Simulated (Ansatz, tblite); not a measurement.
# GeF2Me2 (C2H6F2Ge): spin states and exact exchange

Is the singlet the ground state of GeF2Me2 (C2H6F2Ge)? Other spin states are computed and compared level by level.

Method: as each input shows; program: Ansatz 0.2.0, Gaussian basis.

Plan: triplet, at the geometry of the singlet (GFN1-xTB, GFN2-xTB, PBE0-D4/def2-TZVP, PBE-D4/def2-TZVP, r2SCAN-D4/def2-TZVP); the singlet's energies come from earlier runs.

2 further runs of the same task are left out: 2 set aside as unsound or not needed.

## Step 1: The relaxed structure

The geometry is that of the singlet, from an earlier relaxation (r2SCAN-D4/def2-SVP).

11 atoms, charge 0, spin multiplicity 1.

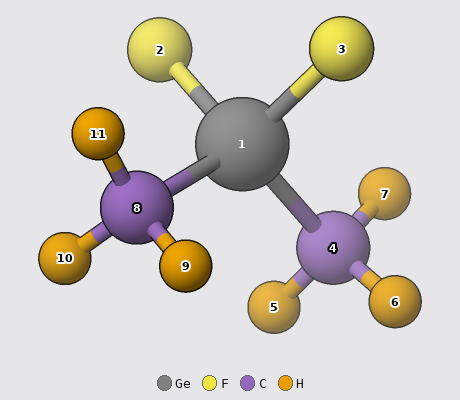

The structure; germanium grey, fluorine yellow, carbon purple, hydrogen amber; atoms are numbered from 1 in the order of the file.

## Step 2: Triplet at the fixed geometry, GFN1-xTB

Tight binding, by tblite at 300 K electronic temperature and without a spin-polarisation term:

```python
tblite.interface.Calculator('GFN1-xTB', numbers, positions, charge=0, uhf=2).singlepoint()
```

Energy -522.1959 eV; 0.013 s.

## Step 3: Triplet at the fixed geometry, GFN2-xTB

Tight binding, by tblite at 300 K electronic temperature and without a spin-polarisation term:

```python
tblite.interface.Calculator('GFN2-xTB', numbers, positions, charge=0, uhf=2).singlepoint()
```

Energy -503.7947 eV; 0.007 s.

## Step 4: Triplet at the fixed geometry, PBE0-D4/def2-TZVP

Input file in.yaml:

```yaml
crystal:
  periodic: [false, false, false]
  atoms:
    - {symbol: Ge, position_ang: [0.484657, 0.002766, 0.339508]}
    - {symbol: F, position_ang: [0.583300, 0.004702, 2.078060]}
    - {symbol: F, position_ang: [2.151515, 0.011520, -0.164274]}
    - {symbol: C, position_ang: [-0.300525, 1.674405, -0.206799]}
    - {symbol: H, position_ang: [-1.345273, 1.737003, 0.130725]}
    - {symbol: H, position_ang: [-0.270180, 1.770577, -1.301823]}
    - {symbol: H, position_ang: [0.269356, 2.501248, 0.240332]}
    - {symbol: C, position_ang: [-0.284281, -1.677853, -0.202255]}
    - {symbol: H, position_ang: [-0.341563, -1.738938, -1.298738]}
    - {symbol: H, position_ang: [-1.294878, -1.788127, 0.217084]}
    - {symbol: H, position_ang: [0.347872, -2.497303, 0.168200]}
basis:
  gaussian: {orbitals: def2-TZVP}
magnetization: {spin_polarized: true, initial_magnetization: 2}
hamiltonian: {xc: pbe0, dispersion: d4}
scf: {omitted_lower_state_checks: [starts]}
output: {orbitals: {seedname: orbitals}}
```

Launch:

```console
$ ansatz run in.yaml --threads 4 --pin off --events-out ev --progress --plain --max-ram 4787MiB
```

What it wrote:

```text
Functional definition: PBE0
  name "PBE0"
  cite "Adamo & Barone, J. Chem. Phys. 110, 6158 (1999) doi:10.1063/1.478522"
  cite "Perdew, Burke & Ernzerhof, Phys. Rev. Lett. 77, 3865 (1996) doi:10.1103/PhysRevLett.77.3865"
  parent pbe
  parameter a = 0.25
  parameter kappa = 0.804
  parameter beta = 0.06672455060314922
  exchange = (1 - a)*pbe_x(kappa = kappa, mu = beta*pi^2/3) + a*exact_x
  correlation = pbe_c(beta = beta)
these checks for a lower state are left out or cut short: starts
1337 factors; their error is unknown
mean field evaluation 1: about -64097.9820 eV, gradient 4.9e1 eV
mean field evaluation 2: about -64094.9055 eV, gradient 5.8e1 eV
mean field evaluation 4: about -64107.0313 eV, gradient 4.1e0 eV
mean field evaluation 8: about -64107.1149 eV, gradient 2.4e-1 eV
mean field evaluation 16: about -64107.3938 eV, gradient 4.4e-3 eV
mean field -64107.39376466 eV, -2355.9032672989 hartree, gradient 1.2e-5 eV, S^2 2.006472; 0 other end points of the search recorded, 0 dependent functions left out
reference -64107.39379835 eV, -2355.9032685372 hartree; 35, 33 occupied and 173, 175 virtual orbitals, 1337 factors
Total energy: -64107.56156992 eV, -2355.9094340285 hartree
Checks for a lower state left out: starts
```

Wall time 10 s (4 threads of Intel Xeon at 2.70GHz, shared host).

Report: HOMO -1.61 eV, LUMO -7.34 eV (over both spins; with the spin held, an empty level of the minority spin lies below the top filled one); ⟨S²⟩ 2.006 (pure: 2.00).

## Step 5: Triplet at the fixed geometry, PBE-D4/def2-TZVP

start.molden holds the orbitals of an earlier run on this state, given as this run's starting guess.

Edit in.yaml of step 4 so:

```diff
@@ -15,5 +15,5 @@
 basis:
-  gaussian: {orbitals: def2-TZVP}
+  gaussian: {orbitals: def2-TZVP, initial_orbitals: start.molden}
 magnetization: {spin_polarized: true, initial_magnetization: 2}
-hamiltonian: {xc: pbe0, dispersion: d4}
+hamiltonian: {xc: pbe, dispersion: d4}
 scf: {omitted_lower_state_checks: [starts]}
```

Same command.

What it wrote:

```text
Functional definition: PBE
  name "PBE"
  cite "Perdew, Burke & Ernzerhof, Phys. Rev. Lett. 77, 3865 (1996) doi:10.1103/PhysRevLett.77.3865"
  parent pbe
  parameter kappa = 0.804
  parameter beta = 0.06672455060314922
  exchange = pbe_x(kappa = kappa, mu = beta*pi^2/3)
  correlation = pbe_c(beta = beta)
these checks for a lower state are left out or cut short: starts
1294 factors; their error is unknown
mean field evaluation 1: about -64105.9976 eV, gradient 8.7e0 eV
mean field evaluation 2: about -64106.1987 eV, gradient 3.3e-1 eV
mean field evaluation 4: about -64106.1761 eV, gradient 6.2e-2 eV
mean field evaluation 8: about -64106.1761 eV, gradient 4.0e-5 eV
mean field -64106.17611969 eV, -2355.8585196717 hartree, gradient 4.0e-5 eV, S^2 2.002767; 0 other end points of the search recorded, 0 dependent functions left out
reference -64106.17616483 eV, -2355.8585213305 hartree; 35, 33 occupied and 173, 175 virtual orbitals, 1294 factors
Total energy: -64106.37477501 eV, -2355.8658201203 hartree
Checks for a lower state left out: starts
```

It took 4.9 s on 4 threads of Intel Xeon at 2.70GHz, shared host.

From the report: HOMO -1.08 eV, LUMO -7.94 eV (over both spins; with the spin held, an empty level of the minority spin lies below the top filled one); ⟨S²⟩ 2.003 (pure: 2.00).

## Step 6: Triplet at the fixed geometry, r2SCAN-D4/def2-TZVP

Edit in.yaml of step 5 so:

```diff
@@ -17,3 +17,3 @@
 magnetization: {spin_polarized: true, initial_magnetization: 2}
-hamiltonian: {xc: pbe, dispersion: d4}
+hamiltonian: {xc: r2scan, dispersion: d4}
 scf: {omitted_lower_state_checks: [starts]}
```

The command is unchanged.

What it wrote:

```text
Functional definition: r2SCAN
  name "r2SCAN"
  cite "Furness, Kaplan, Ning, Perdew & Sun, J. Phys. Chem. Lett. 11, 8208 (2020) doi:10.1021/acs.jpclett.0c02405"
  cite "Furness, Kaplan, Ning, Perdew & Sun, J. Phys. Chem. Lett. 11, 9248 (2020) doi:10.1021/acs.jpclett.0c03077"
  parent r2scan
  parameter k0 = 0.174
  parameter k1 = 0.065
  parameter a1 = 4.9479
  exchange = r2scan_x(k0 = k0, k1 = k1, a1 = a1)
  correlation = r2scan_c
these checks for a lower state are left out or cut short: starts
1294 factors; their error is unknown
mean field evaluation 1: about -64118.8298 eV, gradient 5.2e0 eV
mean field evaluation 2: about -64118.8924 eV, gradient 1.3e-1 eV
mean field evaluation 4: about -64118.8671 eV, gradient 8.5e-3 eV
mean field evaluation 8: about -64118.8671 eV, gradient 1.6e-5 eV
mean field -64118.86711983 eV, -2356.3249053248 hartree, gradient 7.5e-6 eV, S^2 2.006612; 0 other end points of the search recorded, 0 dependent functions left out
reference -64118.86713458 eV, -2356.3249058667 hartree; 35, 33 occupied and 173, 175 virtual orbitals, 1294 factors
Total energy: -64118.91640297 eV, -2356.3267164465 hartree
Checks for a lower state left out: starts
```

Wall time 11 s (4 threads of Intel Xeon at 2.70GHz, shared host).

HOMO -1.04 eV, LUMO -7.94 eV (over both spins; with the spin held, an empty level of the minority spin lies below the top filled one); ⟨S²⟩ 2.007 (pure: 2.00).

## Step 7: Triplet less singlet, vertical

The singlet's energies are those of its earlier runs, whose logs aren't repeated here.

```
              level  triplet less singlet, vertical (eV)     time
           GFN1-xTB                               +7.171  0.023 s
           GFN2-xTB                               +8.240  0.013 s
   PBE-D4/def2-TZVP                               +7.105    6.8 s
r2SCAN-D4/def2-TZVP                               +7.566     15 s
  PBE0-D4/def2-TZVP                               +7.781     15 s
```

Times add the two runs; a level without a time comes out of a correlated run. Tight binding without a spin term can't rank spin states.

## Step 8: Results

| quantity | value |
| --- | --- |
| triplet less singlet, vertical, functionals in def2-TZVP | +7.105 (PBE-D4) to +7.781 eV (PBE0-D4) |

In words: All functionals put the triplet above the singlet, over a spread of 0.676 eV. The checks for a lower triplet were left out, so another state of that spin may lie lower. These are electronic energies, without zero-point motion, entropy or surroundings.
